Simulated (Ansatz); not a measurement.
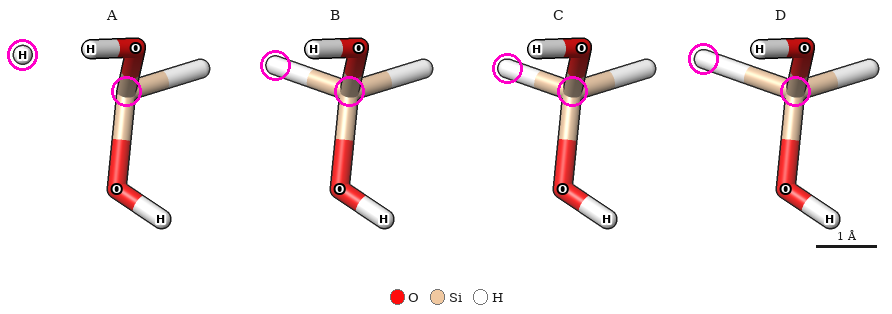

A scan of SiH$_{4}$O$_{2}$: one Si–H bond length is varied, with the rest of the molecule carried along rigidly. The picture is a stick view, seen from a free direction. The ringed atoms are those of the scanned coordinate.

Level of theory: r2SCAN-D4 (def2-TZVPP, Ansatz), on geometries moved rigidly from the minimum at PBE0-D4/def2-TZVP. Energies are counted from the PBE0-D4/def2-TZVP minimum geometry at the same level.

Q: Order these geometries by energy, lowest first.

A: Lowest first: B (the distance 1.481 Å, 0.000 eV), C (the distance 1.303 Å, 0.369 eV), D (the distance 1.833 Å, 0.696 eV), A (the distance 2.074 Å, 1.482 eV). Over the whole scan: of the computed points the lowest is at the distance 1.481 Å, 0.000 eV. At the ends of the scan the energy is 0.369 eV (1.303 Å) and 1.482 eV (2.074 Å). The curvature at the lowest point is about 18 eV/Å² (2.9 mdyn/Å). The well is steeper on the short side, as for any bond.
